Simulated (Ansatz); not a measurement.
Take BP in the zinc blende structure (space group F-43m, No. 216; a = 4.5484 Å) as the base.

One thing is altered: the cell is scaled by 1.0050 in all directions, atoms relaxed at fixed cell.

Method: Kohn–Sham DFT with the PBE functional, run in Ansatz (an electronic-structure program) with PAW and 420 eV plane waves, without spin-orbit coupling.

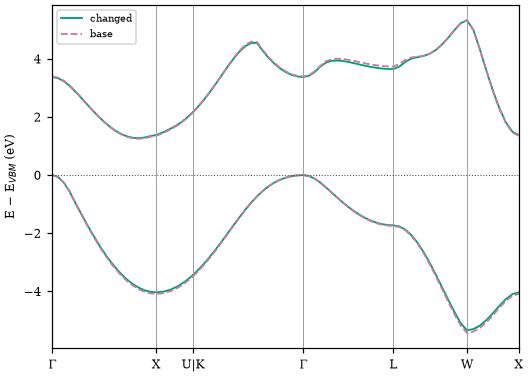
Figure. Highest valence and lowest conduction band along the path, each from its own valence-band maximum

Task: From the figure, how large is the changed gap, and is it direct?

Result: About 1.3 eV, indirect, Γ → Γ–X (83 % along).

The cells carry an imposed strain or load. No phonon test of stability was made.
